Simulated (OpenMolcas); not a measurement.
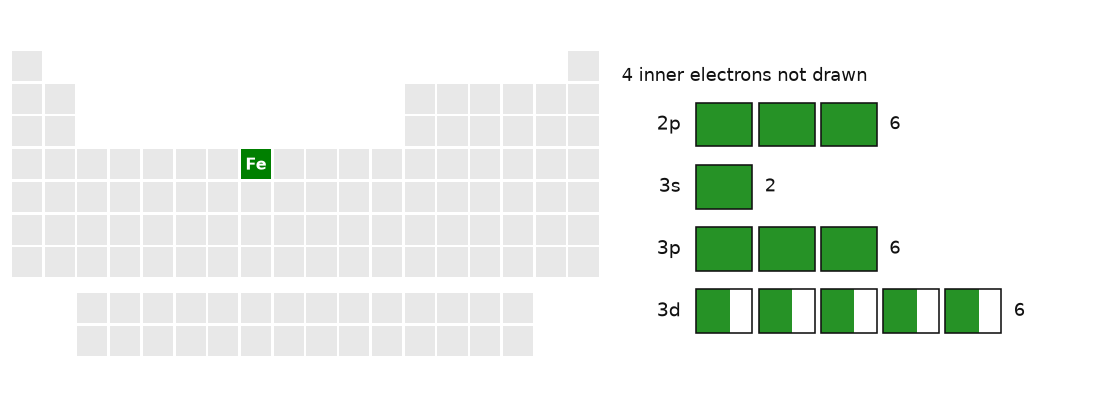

Fig. 1: Left, the place of iron in the periodic table; right, the outer shells of the leading configuration of the lowest level: a box for each of the 2l + 1 orbitals, shaded by the share of the shell that is filled, with the electron count at the right.

**Multiconfigurational calculation, with input and output: Fe²⁺ complex**

- system: Fe²⁺ with 8 ligands (F; cube, 2.225 Å), embedded in SrF2 by model potentials and point charges, whose field is part of the energies.
- method: state-averaged SS-CASPT2, IPEA shift 0.25, imaginary shift 0.1 hartree, closed shells 3s 3p of the metal and the valence shells of the ligands correlated, active space 6 electrons in the shell 3d, basis ANO-RCC-VDZP on the metal and ANO-RCC-VDZP on the ligands, DKH2 scalar Hamiltonian, spin-orbit coupling by RASSI with atomic mean-field integrals (OpenMolcas)

## Key numbers

```tsv
quantity	value
outcome	converged; degenerate states are split by up to 416 cm⁻¹
energy of the lowest spin-free term	−2071.61465 hartree
energy of the lowest spin-orbit level	−2071.61504 hartree
CASPT2 correlation energy	−2.0269 hartree
largest spread among components of a term	416.3 cm⁻¹
lowest reference weight	0.677
hardware	1 thread of Arm Neoverse V1, 24 GiB of memory available, shared host
wall time	7.5 min
peak memory	0.18 GiB
```

## Remarks

The components of ³T1, which symmetry makes degenerate, are split by 416 cm⁻¹ in CASPT2, and those of 17 more by over 50 cm⁻¹. This is an artefact; the levels of such states rest on averages and are uncertain by about as much. Limits: orbital doublet at a regular site, Jahn-Teller distortion not allowed for; small active space favours high spin, ground spin may be wrong; with a single d shell and no ligand orbitals active, the ligand field and the g values of a late 3d ion can be well off; the geometry is set by hand, with no relaxation.

## The input
```
&GATEWAY
Basis set
Fe.ANO-RCC-VDZP.
Fe1 0.0 0.0 0.0 Angstrom
End of basis
Basis set
F.ANO-RCC-VDZP.
L1 1.284604 1.284604 1.284604 Angstrom
L2 1.284604 1.284604 -1.284604 Angstrom
L3 1.284604 -1.284604 1.284604 Angstrom
L4 1.284604 -1.284604 -1.284604 Angstrom
End of basis
Basis set
Sr.EMB-AIMP.Pascual.0s.0s.ECP.SrF2.
PseudoCharge
* 21 symmetry-unique lattice sites within 7.6 angstrom
End of basis
Basis set
F.EMB-AIMP.Pascual.0s.0s.ECP.SrF2.
PseudoCharge
* 40 symmetry-unique lattice sites within 7.6 angstrom
End of basis
Symmetry
XYZ
AngMom=0.0 0.0 0.0
AMFI
RICD
XField
1348 Angstrom 0
* Evjen-weighted lattice charges
&SEWARD
&RASSCF
FileOrb=start.orb
Symmetry=1
Spin=5
nActEl=6 0 0
Inactive=23 26
Ras2=5 0
CIRoot=5 5 1
SDav=5
CIMx=300
Iter=150 100
PrWF=0.3
OrbListing=Nothing
MaxOrb=0
LevShft=1.0
>>> COPY $Project.JobIph JOB001
&RASSCF
FileOrb=start.orb
Symmetry=1
Spin=3
nActEl=6 0 0
Inactive=23 26
Ras2=5 0
CIRoot=45 45 1
SDav=45
CIMx=300
Iter=150 100
PrWF=0.3
OrbListing=Nothing
MaxOrb=0
LevShft=1.0
>>> COPY $Project.JobIph JOB002
&RASSCF
FileOrb=start.orb
Symmetry=1
Spin=1
nActEl=6 0 0
Inactive=23 26
Ras2=5 0
CIRoot=50 50 1
SDav=50
CIMx=300
Iter=150 100
PrWF=0.3
OrbListing=Nothing
MaxOrb=0
LevShft=1.0
>>> COPY $Project.JobIph JOB003
&RASSI
NrOfJobIphs=3 5 45 50
1 2 3 4 5
1 2 3 4 5 6 7 8 9 10 11 12 13 14 15 16 17 18 19 20 21 22 23 24 25 26 27
28 29 30 31 32 33 34 35 36 37 38 39 40 41 42 43 44 45
1 2 3 4 5 6 7 8 9 10 11 12 13 14 15 16 17 18 19 20 21 22 23 24 25 26 27
28 29 30 31 32 33 34 35 36 37 38 39 40 41 42 43 44 45 46 47 48 49 50
IphNames
JOB001
JOB002
JOB003
EJob
SpinOrbit
DIPRint=1.0
SOCoupling=1000.0
Subsets=2
Property=9
'ANGMOM' 1 'ANGMOM' 2 'ANGMOM' 3 'MLTPL  1' 1 'MLTPL  1' 2 'MLTPL  1' 3
'AMFI' 1 'AMFI' 2 'AMFI' 3
SOProperty=3
'ANGMOM' 1 'ANGMOM' 2 'ANGMOM' 3
>>> COPY JOB001 $Project.JobIph
&CASPT2
Multistate=5 1 2 3 4 5
NoMult
Frozen=6 7
IPEA=0.25
Imaginary=0.1
MaxIter=60
WThr=0.0 0.3 0.05
PrWF=0.5
NoMix
>>> COPY JOB002 $Project.JobIph
&CASPT2
Multistate=45 1 2 3 4 5 6 7 8 9 10 11 12 13 14 15 16 17 18 19 20 21 22
23 24 25 26 27 28 29 30 31 32 33 34 35 36 37 38 39 40 41 42 43 44 45
NoMult
Frozen=6 7
IPEA=0.25
Imaginary=0.1
MaxIter=60
WThr=0.0 0.3 0.05
PrWF=0.5
NoMix
>>> COPY JOB003 $Project.JobIph
&CASPT2
Multistate=50 1 2 3 4 5 6 7 8 9 10 11 12 13 14 15 16 17 18 19 20 21 22
23 24 25 26 27 28 29 30 31 32 33 34 35 36 37 38 39 40 41 42 43 44 45 46
47 48 49 50
NoMult
Frozen=6 7
IPEA=0.25
Imaginary=0.1
MaxIter=60
WThr=0.0 0.3 0.05
PrWF=0.5
NoMix
```

The file start.orb holds starting orbitals from an earlier step. A driver script formed the levels outside the program, from RASSI's spin-orbit matrix and the CASPT2 energies (for multi-state variants, the effective Hamiltonian), averaged over the components of each term or state. The log and the time are those of the CASPT2 step.

Command:
```bash
OMP_NUM_THREADS=1 MOLCAS_MEM=2457 MOLCAS_PROJECT=a pymolcas a.inp > a.log  # once for each step of the input, in one work folder
```

## Output (extracts)
```
--- CASPT2 ---
Orbital specifications:
      -----------------------

      Symmetry species                           1   2
                                                ag  au
      Frozen orbitals                            6   7
      Inactive orbitals                         17  19
      Active orbitals                            5   0
      Secondary orbitals                        43  49
      Deleted orbitals                           0   0
      Number of basis functions                 71  75
Type of calculation                        SS-CASPT2
      Fock operator                              state-specific
      IPEA shift                                 0.25
      Real shift                                 0.00
      Imaginary shift                            0.10
      The input orbitals will be transformed to quasi-canonical
Reference energy:       -2069.5877430607
      E2 (Non-variational):      -2.0256898109
      Shift correction:          -0.0012168894
      E2 (Variational):          -2.0269067003
      Total energy:           -2071.6146497610
      Residual norm:              0.0000002308
      Reference weight:           0.68772
      Contributions to the CASPT2 correlation energy
      Active & Virtual Only:         -0.1139154794
      One Inactive Excited:          -0.1970790140
      Two Inactive Excited:          -1.7146953175
Reference energy:       -2069.5877430607
      E2 (Non-variational):      -2.0256862713
      Shift correction:          -0.0012168233
      E2 (Variational):          -2.0269030946
      Total energy:           -2071.6146461553
      Residual norm:              0.0000002327
      Reference weight:           0.68772
      Contributions to the CASPT2 correlation energy
      Active & Virtual Only:         -0.1139144570
      One Inactive Excited:          -0.1970765882
      Two Inactive Excited:          -1.7146952261
::    CASPT2 Root  1     Total energy:  -2071.61464976
::    CASPT2 Root  2     Total energy:  -2071.61464616
::    CASPT2 Root  3     Total energy:  -2071.59238653
::    CASPT2 Root  4     Total energy:  -2071.59207670
::    CASPT2 Root  5     Total energy:  -2071.59234944
--- CASPT2 ---
Orbital specifications:
      -----------------------

      Symmetry species                           1   2
                                                ag  au
      Frozen orbitals                            6   7
      Inactive orbitals                         17  19
      Active orbitals                            5   0
      Secondary orbitals                        43  49
      Deleted orbitals                           0   0
      Number of basis functions                 71  75
Type of calculation                        SS-CASPT2
      Fock operator                              state-specific
      IPEA shift                                 0.25
      Real shift                                 0.00
      Imaginary shift                            0.10
      The input orbitals will be transformed to quasi-canonical
Reference energy:       -2069.4940508465
      E2 (Non-variational):      -2.0343281957
      Shift correction:          -0.0012233190
      E2 (Variational):          -2.0355515147
      Total energy:           -2071.5296023613
      Residual norm:              0.0000006714
      Reference weight:           0.68681
      Contributions to the CASPT2 correlation energy
      Active & Virtual Only:         -0.1145025793
      One Inactive Excited:          -0.2044097859
      Two Inactive Excited:          -1.7154158305
Reference energy:       -2069.4940508465
      E2 (Non-variational):      -2.0342412727
      Shift correction:          -0.0012229517
      E2 (Variational):          -2.0354642244
      Total energy:           -2071.5295150710
      Residual norm:              0.0000006706
      Reference weight:           0.68683
      Contributions to the CASPT2 correlation energy
      Active & Virtual Only:         -0.1144710248
      One Inactive Excited:          -0.2043648956
      Two Inactive Excited:          -1.7154053523
::    CASPT2 Root  1     Total energy:  -2071.52960236
::    CASPT2 Root  2     Total energy:  -2071.52951507
::    CASPT2 Root  3     Total energy:  -2071.52948424
::    CASPT2 Root  4     Total energy:  -2071.52074136
::    CASPT2 Root  5     Total energy:  -2071.52092524
::    CASPT2 Root  6     Total energy:  -2071.52119926
::    CASPT2 Root  7     Total energy:  -2071.52024469
::    CASPT2 Root  8     Total energy:  -2071.52028467
::    CASPT2 Root  9     Total energy:  -2071.51528395
::    CASPT2 Root 10     Total energy:  -2071.51524839
::    CASPT2 Root 11     Total energy:  -2071.51526253
::    CASPT2 Root 12     Total energy:  -2071.51369451
::    CASPT2 Root 13     Total energy:  -2071.50093683
::    CASPT2 Root 14     Total energy:  -2071.50090210
::    CASPT2 Root 15     Total energy:  -2071.50054000
::    CASPT2 Root 16     Total energy:  -2071.50220507
::    CASPT2 Root 17     Total energy:  -2071.49722121
::    CASPT2 Root 18     Total energy:  -2071.49728225
::    CASPT2 Root 19     Total energy:  -2071.49717409
::    CASPT2 Root 20     Total energy:  -2071.49242361
::    CASPT2 Root 21     Total energy:  -2071.49213469
::    CASPT2 Root 22     Total energy:  -2071.49057776
::    CASPT2 Root 23     Total energy:  -2071.49008117
::    CASPT2 Root 24     Total energy:  -2071.49034908
::    CASPT2 Root 25     Total energy:  -2071.47908914
::    CASPT2 Root 26     Total energy:  -2071.47932424
::    CASPT2 Root 27     Total energy:  -2071.47974874
::    CASPT2 Root 28     Total energy:  -2071.47518742
::    CASPT2 Root 29     Total energy:  -2071.47517000
::    CASPT2 Root 30     Total energy:  -2071.47513621
--- CASPT2 ---
Orbital specifications:
      -----------------------

      Symmetry species                           1   2
                                                ag  au
      Frozen orbitals                            6   7
      Inactive orbitals                         17  19
      Active orbitals                            5   0
      Secondary orbitals                        43  49
      Deleted orbitals                           0   0
      Number of basis functions                 71  75
Type of calculation                        SS-CASPT2
      Fock operator                              state-specific
      IPEA shift                                 0.25
      Real shift                                 0.00
      Imaginary shift                            0.10
      The input orbitals will be transformed to quasi-canonical
Reference energy:       -2069.4433140254
      E2 (Non-variational):      -2.0375259519
      Shift correction:          -0.0012278278
      E2 (Variational):          -2.0387537796
      Total energy:           -2071.4820678050
      Residual norm:              0.0000007351
      Reference weight:           0.68629
      Contributions to the CASPT2 correlation energy
      Active & Virtual Only:         -0.1148738341
      One Inactive Excited:          -0.2072971789
      Two Inactive Excited:          -1.7153549389
Reference energy:       -2069.4433140253
      E2 (Non-variational):      -2.0382539072
      Shift correction:          -0.0012266464
      E2 (Variational):          -2.0394805536
      Total energy:           -2071.4827945789
      Residual norm:              0.0000007086
      Reference weight:           0.68628
      Contributions to the CASPT2 correlation energy
      Active & Virtual Only:         -0.1151472827
      One Inactive Excited:          -0.2077162583
      Two Inactive Excited:          -1.7153903663
::    CASPT2 Root  1     Total energy:  -2071.48206781
::    CASPT2 Root  2     Total energy:  -2071.48279458
::    CASPT2 Root  3     Total energy:  -2071.48268332
::    CASPT2 Root  4     Total energy:  -2071.48316168
::    CASPT2 Root  5     Total energy:  -2071.48340713
::    CASPT2 Root  6     Total energy:  -2071.47448274
::    CASPT2 Root  7     Total energy:  -2071.47403335
::    CASPT2 Root  8     Total energy:  -2071.47392758
::    CASPT2 Root  9     Total energy:  -2071.47346505
::    CASPT2 Root 10     Total energy:  -2071.47553970
::    CASPT2 Root 11     Total energy:  -2071.46923860
::    CASPT2 Root 12     Total energy:  -2071.46941798
::    CASPT2 Root 13     Total energy:  -2071.46945782
::    CASPT2 Root 14     Total energy:  -2071.45319799
::    CASPT2 Root 15     Total energy:  -2071.45317606
::    CASPT2 Root 16     Total energy:  -2071.45336701
::    CASPT2 Root 17     Total energy:  -2071.45442602
::    CASPT2 Root 18     Total energy:  -2071.45515042
::    CASPT2 Root 19     Total energy:  -2071.44508425
::    CASPT2 Root 20     Total energy:  -2071.43159746
::    CASPT2 Root 21     Total energy:  -2071.43276184
::    CASPT2 Root 22     Total energy:  -2071.43196991
::    CASPT2 Root 23     Total energy:  -2071.45315619
::    CASPT2 Root 24     Total energy:  -2071.45348851
::    CASPT2 Root 25     Total energy:  -2071.41042148
::    CASPT2 Root 26     Total energy:  -2071.42947756
::    CASPT2 Root 27     Total energy:  -2071.42965395
::    CASPT2 Root 28     Total energy:  -2071.42945928
::    CASPT2 Root 29     Total energy:  -2071.40754914
::    CASPT2 Root 30     Total energy:  -2071.40750110
```

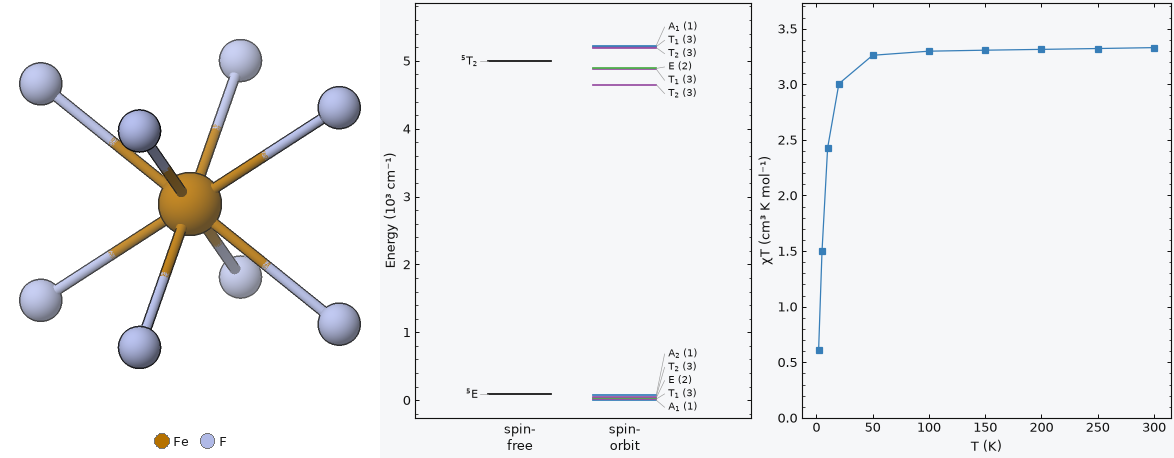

Fig. 2: Fe²⁺ (3d⁶) as a dopant in SrF₂, a cluster with its 8 nearest F⁻ at 2.225 Å (cube) embedded in model potentials and point charges; the geometry was set, not optimised, and its levels and susceptibility. Labels give the representation in O, Td, D4 or D3 as the site allows (double group for half-integer spin) where it could be assigned and, in brackets, the degeneracy; spin-free states, where drawn, share the zero of the spin-orbit levels. Powder susceptibility by Van Vleck's formula. The ground level is A₁, non-degenerate, 100 % from states of spin multiplicity 5. The next level lies at 16 cm⁻¹ (T₁). The lowest spin-free state is ⁵E, from the free-ion D term; of the same spin there follows at 4,910 cm⁻¹ (⁵T₂) above it. χT is 0.612 cm³ K mol⁻¹ at 2 K and 3.33 at 300 K, an effective moment of 5.16 μB.
